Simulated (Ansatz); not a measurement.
**C$_{2}$H$_{8}$N$_{2}$Si (SMILES N=CC(N)[SiH3]): density, localisation and related maps**

```xyz
13

N    -1.7999    0.2556   -0.6664
C    -0.8815    0.8869   -0.0675
C     0.2728    0.1618    0.5644
N     1.5139    0.8906    0.2946
Si    0.2945   -1.6852    0.0681
H    -2.5222    0.8865   -1.0238
H    -0.8431    1.9891    0.0281
H     0.1006    0.2124    1.6561
H     2.2704    0.5670    0.8926
H     1.8179    0.7535   -0.6685
H     0.4729   -1.8042   -1.4043
H    -0.8829   -2.4671    0.5262
H     1.5109   -2.2673    0.7155
```

These are results of RKS CAM-B3LYP/def2-SVP (Ansatz), not measurements.

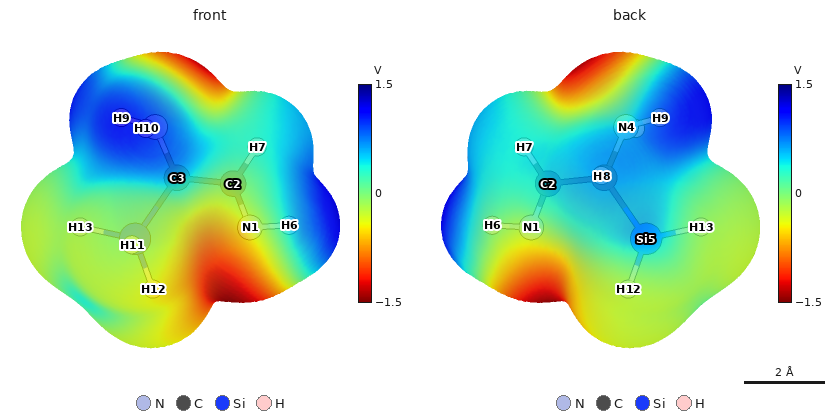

Figure 1. The molecular electrostatic potential painted on the density surface at 0.001 e/bohr³, seen from the front and from behind; the colour scale runs from red (negative) to blue (positive).

Q: Which sites attract a positive test charge, and which a negative one?

A: A positive charge is drawn to the negative regions and a negative charge to the positive ones. The most negative region (about −1.4 V) lies over N1, the most positive (about +1.2 V) over H6 and H9. N1 is the likeliest acceptor of a hydrogen bond.

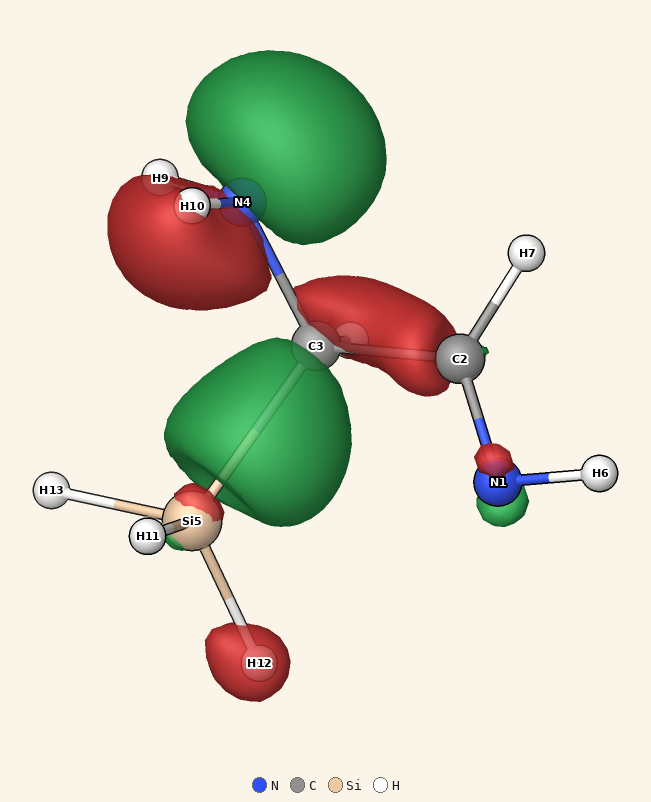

Figure 2. The HOMO at ±0.15 Å⁻³ᐟ² (green and red are the two phases), seen at a tilt.

Q: What is the character of this orbital?

A: Its weight (Hirshfeld) is mainly on N4 (about 50 %), C3 (about 15 %) and Si5 (about 10 %). Its energy is −8.00 eV.

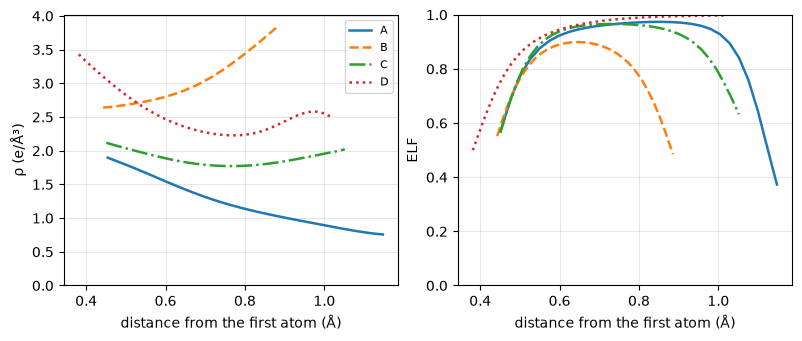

Figure 3. Electron density and ELF along straight lines between neighbouring atoms. The curves leave out the atomic cores.

Q: Which curve belongs to which contact (C–C, C–N, C–Si and N–H)? The first atom named is at distance zero.

A: Curve A: C–Si (1.91 Å): the density is about 0.94 e/Å³ at the midpoint; the ELF peaks at about 1 between the atoms (a covalent bond). Curve B: C–N (1.27 Å): ρ at the midpoint is about 2.9 e/Å³; the ELF peaks at about 0.90 between the atoms; a short, multiple covalent bond. Curve C: C–C (1.50 Å): the density is about 1.8 e/Å³ at the midpoint; the ELF peaks at about 0.95 between the atoms (a shared electron pair). Curve D: N–H (1.02 Å): the density is about 2.8 e/Å³ at the midpoint; the ELF climbs to about 1 towards the hydrogen, as it does in any bond to H; an ordinary covalent bond to hydrogen.
